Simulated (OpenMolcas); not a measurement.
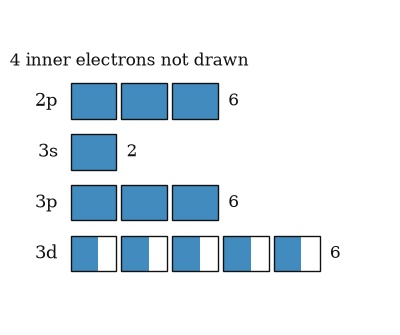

The outer shells of the leading configuration of the lowest level: a box for each of the 2l + 1 orbitals, shaded by the share of the shell that is filled, with the electron count at the right.

# Multiconfigurational calculation: Co³⁺ complex (part 1 of 2)

Co³⁺ with 6 ligands (Cl; octahedron, 2.457 Å), embedded in Cs2NaYCl6 by model potentials and point charges, whose field is part of the energies. Computed at this level: state-averaged CASSCF, active space 6 electrons in the shell 3d, basis ANO-RCC-VTZP on the metal and ANO-RCC-VDZP on the ligands, DKH2 scalar Hamiltonian, spin-orbit coupling by RASSI with atomic mean-field integrals (OpenMolcas).

## Results in brief

- outcome: converged
- energy of the lowest spin-free term: −4158.41760 hartree
- energy of the lowest spin-orbit level: −4158.41986 hartree
- largest spread among components of a term: 0.0 cm⁻¹
- hardware: 1 thread of Intel Xeon (Sapphire Rapids), 192 GiB of memory available, shared host
- wall time: 1.9 min
- peak memory: 0.2 GiB

## Remarks

Without dynamic correlation the splittings between terms come out too large, often by 20 to 50 %. Limits: small active space favours high spin, ground spin may be wrong; the geometry is set by hand, with no relaxation.

## The input
```
&GATEWAY
Basis set
Co.ANO-RCC-VTZP.
Co1 0.0 0.0 0.0 Angstrom
End of basis
Basis set
Cl.ANO-RCC-VDZP.
L1 2.457000 0.000000 0.000000 Angstrom
L2 0.000000 2.457000 0.000000 Angstrom
L3 0.000000 0.000000 2.457000 Angstrom
End of basis
Basis set
Na.EMB-AIMP.Al-Abdalla.7s4p.1s1p.ECP.Cs2NaYCl6.
PseudoCharge
* 3 symmetry-unique lattice sites within 7.6 angstrom
End of basis
Basis set
Cs.EMB-AIMP.Al-Abdalla.0s.0s.ECP.Cs2NaYCl6.
PseudoCharge
* 4 symmetry-unique lattice sites within 7.6 angstrom
End of basis
Basis set
Cl.EMB-AIMP.Al-Abdalla.0s.0s.ECP.Cs2NaYCl6.
PseudoCharge
* 12 symmetry-unique lattice sites within 7.6 angstrom
End of basis
Basis set
Y.EMB-AIMP.Al-Abdalla.0s.0s.ECP.Cs2NaYCl6.
PseudoCharge
* 6 symmetry-unique lattice sites within 7.6 angstrom
End of basis
Symmetry
XYZ
AngMom=0.0 0.0 0.0
AMFI
RICD
XField
1564 Angstrom 0
* Evjen-weighted lattice charges
&SEWARD
&RASSCF
FileOrb=start.orb
Symmetry=1
Spin=5
nActEl=6 0 0
Inactive=30 33
Ras2=5 0
CIRoot=5 5 1
SDav=5
CIMx=300
Iter=150 100
PrWF=0.3
OrbListing=Nothing
MaxOrb=1
LevShft=1.0
>>> COPY $Project.JobIph JOB001
&RASSCF
FileOrb=start.orb
Symmetry=1
Spin=3
nActEl=6 0 0
Inactive=30 33
Ras2=5 0
CIRoot=45 45 1
SDav=45
CIMx=300
Iter=150 100
PrWF=0.3
OrbListing=Nothing
MaxOrb=0
LevShft=1.0
>>> COPY $Project.JobIph JOB002
&RASSCF
FileOrb=start.orb
Symmetry=1
Spin=1
nActEl=6 0 0
Inactive=30 33
Ras2=5 0
CIRoot=50 50 1
SDav=50
CIMx=300
Iter=150 100
PrWF=0.3
OrbListing=Nothing
MaxOrb=0
LevShft=1.0
>>> COPY $Project.JobIph JOB003
&RASSI
NrOfJobIphs=3 5 45 50
1 2 3 4 5
1 2 3 4 5 6 7 8 9 10 11 12 13 14 15 16 17 18 19 20 21 22 23 24 25 26 27
28 29 30 31 32 33 34 35 36 37 38 39 40 41 42 43 44 45
1 2 3 4 5 6 7 8 9 10 11 12 13 14 15 16 17 18 19 20 21 22 23 24 25 26 27
28 29 30 31 32 33 34 35 36 37 38 39 40 41 42 43 44 45 46 47 48 49 50
IphNames
JOB001
JOB002
JOB003
EJob
SpinOrbit
DIPRint=1.0
SOCoupling=1000.0
Subsets=2
Property=9
'ANGMOM' 1 'ANGMOM' 2 'ANGMOM' 3 'MLTPL  1' 1 'MLTPL  1' 2 'MLTPL  1' 3
'AMFI' 1 'AMFI' 2 'AMFI' 3
SOProperty=3
'ANGMOM' 1 'ANGMOM' 2 'ANGMOM' 3
```

The file start.orb holds starting orbitals from an earlier step. A driver script formed the levels outside the program, from RASSI's spin-orbit matrix and the active-space energies, averaged over the components of each term or state.

Launched with:
```bash
OMP_NUM_THREADS=1 MOLCAS_MEM=2457 MOLCAS_PROJECT=a pymolcas a.inp > a.log  # once for each step of the input, in one work folder
```

## Output (extracts)
```
--- SEWARD ---
Basis set label: CO.ANO-RCC...6S5P3D2F1G.

      Electronic valence basis set:
      ------------------
      Associated Effective Charge  27.000000 au
      Associated Actual Charge     27.000000 au
      Nuclear Model: Point charge

      Shell  nPrim  nBasis  Cartesian Spherical Contaminant
         s      21       6        X
         p      15       5        X
         d      10       3                 X
         f       6       2                 X
         g       4       1                 X
                  Relativistic Douglas-Kroll-Hess integrals:
                    - DKH order of Hamiltonian: 2
                    - DKH order of Properties : 0
                  Atomic mean-field integrals
--- RASSCF ---
Wave function specifications:
      -----------------------------

      Number of closed shell electrons         126
      Number of electrons in active shells       6
      Max number of holes in RAS1 space          0
      Max nr of electrons in RAS3 space          0
      Number of inactive orbitals               63
      Number of active orbitals                  5
      Number of secondary orbitals             123
      Spin quantum number                      2.0
      State symmetry                             1
Orbital specifications:
      -----------------------

      Symmetry species                           1   2
                                                ag  au
      Frozen orbitals                            0   0
      Inactive orbitals                         30  33
      Active orbitals                            5   0
      RAS1 orbitals                              0   0
      RAS2 orbitals                              5   0
      RAS3 orbitals                              0   0
      Secondary orbitals                        61  62
      Deleted orbitals                           0   0
      Number of basis functions                 96  95
      Number of CSFs                             5
      Number of root(s) required                 5
      Iter CI   SX   CI       RASSCF       Energy    max ROT     max BLB   max BLB  Level Ln srch  Step   QN
          iter iter root      energy       change     param      element    value   shift minimum  type update
 Nr of preliminary CI iterations:   1
      Total energies have been shifted. Add                -4000.00 au
        1   1   12    0  -157.59707679    0.00E+00  -8.59E-02   33  39 1  4.43E-01*  1.79   0.00    SX    NO
        2   1   13    0  -158.16570036   -5.69E-01* -6.14E-02   11  34 2  1.80E-01*  1.40   0.00    SX    NO
        3   1   12    0  -158.32451470   -1.59E-01* -4.89E-02   11  34 2  1.08E-01*  1.26   0.00    SX    NO
        4   1   12    0  -158.37551306   -5.10E-02*  3.22E-02   11  34 2  6.11E-02*  1.18   0.00    SX    NO
        5   1   12    0  -158.39303385   -1.75E-02*  3.60E-02   33  36 2  3.53E-02*  1.14   2.35    LS   YES
        6   1   12    0  -158.40163410   -8.60E-03*  1.37E-02   33  39 1 -1.38E-02*  1.09   1.20    QN   YES
        7   1   11    0  -158.40414157   -2.51E-03*  9.99E-03    4  44 2 -1.02E-02*  1.09   1.77    LS   YES
        8   1   11    0  -158.40472204   -5.80E-04*  2.56E-03    5  45 2 -1.21E-02*  1.09   1.05    QN   YES
        9   1   11    0  -158.40520072   -4.79E-04*  3.09E-03   13  35 2  3.11E-03*  1.09   1.48    QN   YES
       10   1   10    0  -158.40535847   -1.58E-04* -2.27E-03    6  46 2  1.96E-03*  1.09   1.31    QN   YES
       11   1    9    0  -158.40539639   -3.79E-05* -1.10E-03    4  44 2  1.44E-03*  1.09   1.43    QN   YES
       12   1    9    0  -158.40540650   -1.01E-05* -3.63E-04    9  34 2 -4.20E-04*  1.09   1.27    QN   YES
       13   1    8    0  -158.40540827   -1.77E-06*  1.71E-04    8  36 1 -1.84E-04*  1.09   1.39    QN   YES
       14   1    7    0  -158.40540871   -4.36E-07* -8.05E-05    6  46 2 -1.00E-04*  1.09   1.30    QN   YES
       15   1    7    0  -158.40540879   -8.21E-08* -6.29E-05    8  36 1 -4.15E-05   1.09   1.40    QN   YES
       16   1    6    0  -158.40540881   -2.29E-08* -4.64E-05    6  46 2  1.99E-05   1.09   1.31    QN   YES
       17   1    5    0  -158.40540882   -6.90E-09   2.62E-05    4  44 2  1.50E-05   1.09   1.39    QN   YES
      Convergence after 17 iterations
       18   1    5    0  -158.40540882   -2.54E-09   2.62E-05   30  39 1  7.48E-06   1.09   1.39    QN   YES
      Natural orbitals and occupation numbers for root  1
      sym 1:   1.000000   2.000000   1.000000   1.000000   1.000000
      Natural orbitals and occupation numbers for root  2
      sym 1:   2.000000   1.000000   1.000000   1.000000   1.000000
      Natural orbitals and occupation numbers for root  3
      sym 1:   2.000000   1.000000   1.000000   1.000000   1.000000
::    RASSCF root number  1 Total energy:  -4158.41760413
::    RASSCF root number  2 Total energy:  -4158.41760413
::    RASSCF root number  3 Total energy:  -4158.41760413
::    RASSCF root number  4 Total energy:  -4158.38711587
::    RASSCF root number  5 Total energy:  -4158.38711587
--- RASSCF ---
Wave function specifications:
      -----------------------------

      Number of closed shell electrons         126
      Number of electrons in active shells       6
      Max number of holes in RAS1 space          0
      Max nr of electrons in RAS3 space          0
      Number of inactive orbitals               63
      Number of active orbitals                  5
      Number of secondary orbitals             123
      Spin quantum number                      1.0
      State symmetry                             1
Orbital specifications:
      -----------------------

      Symmetry species                           1   2
                                                ag  au
      Frozen orbitals                            0   0
      Inactive orbitals                         30  33
      Active orbitals                            5   0
      RAS1 orbitals                              0   0
      RAS2 orbitals                              5   0
      RAS3 orbitals                              0   0
      Secondary orbitals                        61  62
      Deleted orbitals                           0   0
      Number of basis functions                 96  95
      Number of CSFs                            45
      Number of root(s) required                45
      Iter CI   SX   CI       RASSCF       Energy    max ROT     max BLB   max BLB  Level Ln srch  Step   QN
          iter iter root      energy       change     param      element    value   shift minimum  type update
 Nr of preliminary CI iterations:   1
      Total energies have been shifted. Add                -4000.00 au
        1   1    9    0  -158.24489871    0.00E+00  -1.63E-02   32  38 1 -1.89E-02*  1.11   0.00    SX    NO
        2   1   10    0  -158.24709667   -2.20E-03*  1.45E-02   24  33 1 -1.30E-02*  1.11   0.00    SX    NO
        3   1   10    0  -158.24815976   -1.06E-03* -1.01E-02   24  33 1 -9.06E-03*  1.10   0.00    SX    NO
        4   1   10    0  -158.24874296   -5.83E-04* -8.08E-03   24  33 1 -7.25E-03*  1.10   0.00    SX    NO
        5   1    9    0  -158.24907851   -3.36E-04* -1.16E-02   24  33 1 -5.48E-03*  1.10   2.50    LS   YES
        6   1    9    0  -158.24940363   -3.25E-04* -1.36E-02   22  36 1 -2.95E-03*  1.09   2.22    LS   YES
        7   1    9    0  -158.24954490   -1.41E-04* -1.29E-03   20  45 2  4.08E-03*  1.09   1.05    QN   YES
        8   1    9    0  -158.24957059   -2.57E-05*  1.14E-03   22  36 1 -1.73E-03*  1.09   1.13    QN   YES
        9   1    9    0  -158.24958215   -1.16E-05*  9.26E-04   22  36 1 -8.41E-04*  1.09   1.81    LS   YES
       10   1    8    0  -158.24958508   -2.93E-06*  3.05E-04   20  45 2 -5.34E-04*  1.09   1.01    QN   YES
       11   1    8    0  -158.24958616   -1.08E-06*  1.81E-04   27  35 2  1.60E-04*  1.09   1.59    LS   YES
       12   1    8    0  -158.24958636   -1.92E-07* -2.27E-04   32  38 1 -1.82E-04*  1.09   1.05    QN   YES
       13   1    7    0  -158.24958658   -2.26E-07* -2.14E-04   32  38 1 -7.36E-05   1.09   1.94    LS   YES
       14   1    7    0  -158.24958665   -7.06E-08*  4.78E-05   21  34 2 -4.49E-05   1.09   1.01    QN   YES
       15   1    7    0  -158.24958668   -3.11E-08*  7.45E-05   22  36 1  3.73E-05   1.09   1.80    QN   YES
       16   1    5    0  -158.24958670   -1.79E-08* -1.89E-05   22  36 1  2.69E-05   1.09   1.15    QN   YES
       17   1    5    0  -158.24958670   -2.60E-09   1.80E-05   22  36 1  1.59E-05   1.09   1.58    QN   YES
      Convergence after 17 iterations
       18   1    5    0  -158.24958671   -1.39E-09   1.80E-05   32  36 2  4.02E-06   1.09   1.58    QN   YES
      Natural orbitals and occupation numbers for root  1
      sym 1:   1.070765   1.904061   0.072744   1.904060   1.048371
      Natural orbitals and occupation numbers for root  2
      sym 1:   1.904057   1.070768   1.048367   1.904061   0.072748
      Natural orbitals and occupation numbers for root  3
      sym 1:   1.070769   1.904056   0.072748   1.904061   1.048366
::    RASSCF root number  1 Total energy:  -4158.34051705
::    RASSCF root number  2 Total energy:  -4158.34051705
::    RASSCF root number  3 Total energy:  -4158.34051705
::    RASSCF root number  4 Total energy:  -4158.32650638
::    RASSCF root number  5 Total energy:  -4158.32650638
::    RASSCF root number  6 Total energy:  -4158.32650638
::    RASSCF root number  7 Total energy:  -4158.31648682
::    RASSCF root number  8 Total energy:  -4158.31648682
::    RASSCF root number  9 Total energy:  -4158.31648682
::    RASSCF root number 10 Total energy:  -4158.30519658
::    RASSCF root number 11 Total energy:  -4158.30519658
::    RASSCF root number 12 Total energy:  -4158.30519658
::    RASSCF root number 13 Total energy:  -4158.29406328
::    RASSCF root number 14 Total energy:  -4158.29406328
::    RASSCF root number 15 Total energy:  -4158.29385419
::    RASSCF root number 16 Total energy:  -4158.29385419
::    RASSCF root number 17 Total energy:  -4158.29385419
::    RASSCF root number 18 Total energy:  -4158.27478524
::    RASSCF root number 19 Total energy:  -4158.27478524
::    RASSCF root number 20 Total energy:  -4158.27478524
::    RASSCF root number 21 Total energy:  -4158.27364104
::    RASSCF root number 22 Total energy:  -4158.27364104
::    RASSCF root number 23 Total energy:  -4158.27119403
::    RASSCF root number 24 Total energy:  -4158.26899969
::    RASSCF root number 25 Total energy:  -4158.26899969
::    RASSCF root number 26 Total energy:  -4158.26899969
::    RASSCF root number 27 Total energy:  -4158.25262563
::    RASSCF root number 28 Total energy:  -4158.24615102
::    RASSCF root number 29 Total energy:  -4158.24615102
::    RASSCF root number 30 Total energy:  -4158.24615102
--- RASSCF ---
Wave function specifications:
      -----------------------------

      Number of closed shell electrons         126
      Number of electrons in active shells       6
      Max number of holes in RAS1 space          0
      Max nr of electrons in RAS3 space          0
      Number of inactive orbitals               63
      Number of active orbitals                  5
      Number of secondary orbitals             123
      Spin quantum number                      0.0
      State symmetry                             1
Orbital specifications:
      -----------------------

      Symmetry species                           1   2
                                                ag  au
      Frozen orbitals                            0   0
      Inactive orbitals                         30  33
      Active orbitals                            5   0
      RAS1 orbitals                              0   0
      RAS2 orbitals                              5   0
      RAS3 orbitals                              0   0
      Secondary orbitals                        61  62
      Deleted orbitals                           0   0
      Number of basis functions                 96  95
      Number of CSFs                            50
      Number of root(s) required                50
      Iter CI   SX   CI       RASSCF       Energy    max ROT     max BLB   max BLB  Level Ln srch  Step   QN
          iter iter root      energy       change     param      element    value   shift minimum  type update
 Nr of preliminary CI iterations:   1
      Total energies have been shifted. Add                -4000.00 au
        1   1    8    0  -158.17419003    0.00E+00  -7.08E-03   32  38 1 -8.86E-03*  1.08   0.00    SX    NO
        2   1    9    0  -158.17481408   -6.24E-04*  6.07E-03   23  35 1 -5.47E-03*  1.08   0.00    SX    NO
        3   1    9    0  -158.17513125   -3.17E-04* -4.16E-03   23  35 1 -3.75E-03*  1.08   0.00    SX    NO
        4   1    9    0  -158.17530929   -1.78E-04* -3.32E-03   23  35 1 -2.99E-03*  1.08   0.00    SX    NO
        5   1    9    0  -158.17541324   -1.04E-04* -4.88E-03   23  35 1 -2.21E-03*  1.07   2.50    LS   YES
        6   1    9    0  -158.17551618   -1.03E-04* -5.86E-03   22  36 1 -1.77E-03*  1.07   2.23    LS   YES
        7   1    9    0  -158.17556148   -4.53E-05*  5.72E-04   19  46 2  2.11E-03*  1.07   1.03    QN   YES
        8   1    8    0  -158.17556837   -6.89E-06*  4.98E-04   22  36 1 -9.84E-04*  1.07   1.09    QN   YES
        9   1    8    0  -158.17557157   -3.20E-06* -4.15E-04   22  36 1 -5.03E-04*  1.07   1.84    LS   YES
       10   1    8    0  -158.17557238   -8.09E-07* -1.27E-04   20  44 2 -2.26E-04*  1.07   0.97    QN   YES
       11   1    7    0  -158.17557260   -2.21E-07* -7.92E-05   22  36 1 -9.83E-05   1.07   1.61    QN   YES
       12   1    7    0  -158.17557269   -9.56E-08* -3.17E-05   22  36 1 -3.50E-05   1.07   1.20    QN   YES
       13   1    6    0  -158.17557271   -1.44E-08* -3.00E-05   20  44 2  2.14E-05   1.07   1.34    QN   YES
       14   1    5    0  -158.17557271   -5.53E-09   1.43E-05   22  36 1  1.37E-05   1.07   1.29    QN   YES
      Convergence after 14 iterations
       15   1    5    0  -158.17557272   -1.97E-09   1.43E-05   22  36 1  1.19E-05   1.07   1.29    QN   YES
      Natural orbitals and occupation numbers for root  1
      sym 1:   1.942781   1.942781   0.085828   1.942781   0.085828
      Natural orbitals and occupation numbers for root  2
      sym 1:   1.967354   1.967534   1.002297   1.005602   0.057213
      Natural orbitals and occupation numbers for root  3
      sym 1:   1.918216   1.054755   0.104890   1.967987   0.954152
::    RASSCF root number  1 Total energy:  -4158.30499624
::    RASSCF root number  2 Total energy:  -4158.29257797
::    RASSCF root number  3 Total energy:  -4158.29257797
::    RASSCF root number  4 Total energy:  -4158.29257797
::    RASSCF root number  5 Total energy:  -4158.27315261
::    RASSCF root number  6 Total energy:  -4158.27315261
::    RASSCF root number  7 Total energy:  -4158.27315261
::    RASSCF root number  8 Total energy:  -4158.26239489
::    RASSCF root number  9 Total energy:  -4158.26239489
::    RASSCF root number 10 Total energy:  -4158.25484293
::    RASSCF root number 11 Total energy:  -4158.25092157
::    RASSCF root number 12 Total energy:  -4158.25092157
::    RASSCF root number 13 Total energy:  -4158.25092157
::    RASSCF root number 14 Total energy:  -4158.24398703
::    RASSCF root number 15 Total energy:  -4158.24398703
::    RASSCF root number 16 Total energy:  -4158.24398703
::    RASSCF root number 17 Total energy:  -4158.24334871
::    RASSCF root number 18 Total energy:  -4158.22420375
::    RASSCF root number 19 Total energy:  -4158.22420375
::    RASSCF root number 20 Total energy:  -4158.21903428
::    RASSCF root number 21 Total energy:  -4158.21903428
::    RASSCF root number 22 Total energy:  -4158.21903428
::    RASSCF root number 23 Total energy:  -4158.21599340
::    RASSCF root number 24 Total energy:  -4158.21599340
::    RASSCF root number 25 Total energy:  -4158.21599340
::    RASSCF root number 26 Total energy:  -4158.20167767
::    RASSCF root number 27 Total energy:  -4158.18233997
::    RASSCF root number 28 Total energy:  -4158.17930969
::    RASSCF root number 29 Total energy:  -4158.17930969
::    RASSCF root number 30 Total energy:  -4158.17280087
```

(Continued in part 2.)
